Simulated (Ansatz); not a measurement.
```json
{"atom": "Ge", "x (Å)": "-0.3450", "y (Å)": "-1.5715", "z (Å)": "-0.0106"}
{"atom": "O", "x (Å)": "0.6161", "y (Å)": "-0.1531", "z (Å)": "0.5993"}
{"atom": "P", "x (Å)": "-1.7982", "y (Å)": "-0.4089", "z (Å)": "-1.5166"}
{"atom": "Si", "x (Å)": "0.6868", "y (Å)": "1.5032", "z (Å)": "0.4078"}
{"atom": "H", "x (Å)": "-0.4728", "y (Å)": "2.1505", "z (Å)": "1.0912"}
{"atom": "H", "x (Å)": "-2.2386", "y (Å)": "0.5642", "z (Å)": "-0.5699"}
{"atom": "H", "x (Å)": "1.9562", "y (Å)": "1.9935", "z (Å)": "1.0106"}
{"atom": "H", "x (Å)": "0.6429", "y (Å)": "1.8638", "z (Å)": "-1.0407"}
{"atom": "H", "x (Å)": "-2.8828", "y (Å)": "-1.3115", "z (Å)": "-1.3057"}
```

Geometry: PBE0-D3(BJ)/pcseg-1.

Computed with Ansatz, isolated molecule in a Gaussian basis; Kohn-Sham density functional theory, functional PBE0.

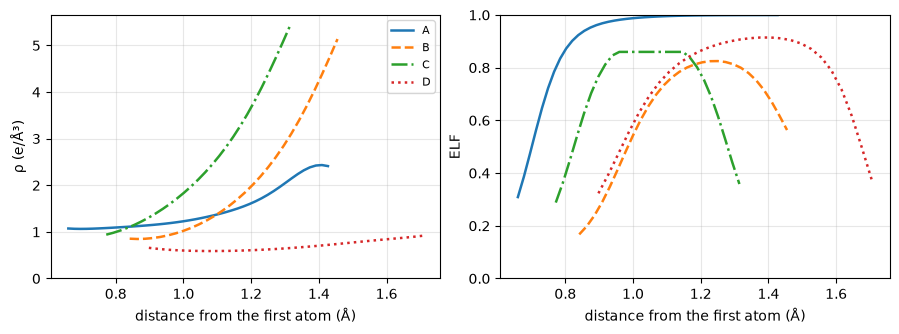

GeH5OPSi (SMILES [SiH3][O][Ge]#[PH2]). Electron density and electron localisation function along straight lines between neighbouring atoms. The curves leave out the atomic cores.

Which curve belongs to which contact (Ge–O, Ge–P, P–H and Si–O)? The first atom named is at distance zero.

Answer. Curve A: P–H (1.43 Å): ρ is about 1.1 e/Å³ halfway; the ELF climbs to about 1 towards the hydrogen, as it does in any bond to H. Curve B: Ge–O (1.82 Å): ρ is about 0.87 e/Å³ halfway; the ELF peaks at about 0.80 in the valence shell of O, 0.6 Å from its nucleus, and is about 0.30 at the midpoint. Curve C: Si–O (1.67 Å): ρ at the midpoint is about 1.1 e/Å³; the ELF peaks at about 0.85 between the atoms, as expected for a polar covalent bond. Curve D: Ge–P (2.39 Å): the density is about 0.61 e/Å³ at the midpoint; the ELF peaks at about 0.90 between the atoms, as expected for a covalent bond.
